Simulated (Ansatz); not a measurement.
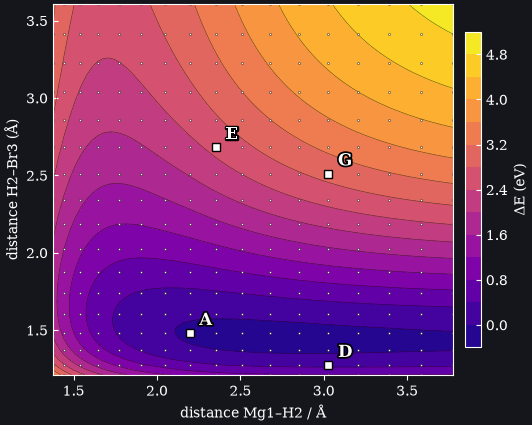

The system Mg + HBr. Coordinates scanned: (1) distance Mg1–H2; (2) distance H2–Br3. Nothing is relaxed (the angle Mg1–H2–Br3 is fixed at 180 degrees). The scan uses a 17 × 17 grid. Points are written as (first, second). Energies: eV, counted from Mg far from the relaxed HBr (each part in its own basis). The reference is spin-restricted, so regions where a bond is pulled apart into radicals lie too high. The calculation used RKS PBE0-D4/def2-SVPD in Ansatz 0.2.0.

Drawn: filled contours, dots at the grid points, lettered points. Between grid points the surface is interpolated.

Is E the lowest point of the computed grid?

No. E lies 2.61 eV above the lowest grid point, which is at (2.679 Å, 1.480 Å).

What kind of point is each of D, E, G: minimum, saddle, maximum or slope?

D: on a slope; E: on a slope; G: on a slope. (In these two coordinates alone; a stationary point may lie a little off the grid point.)
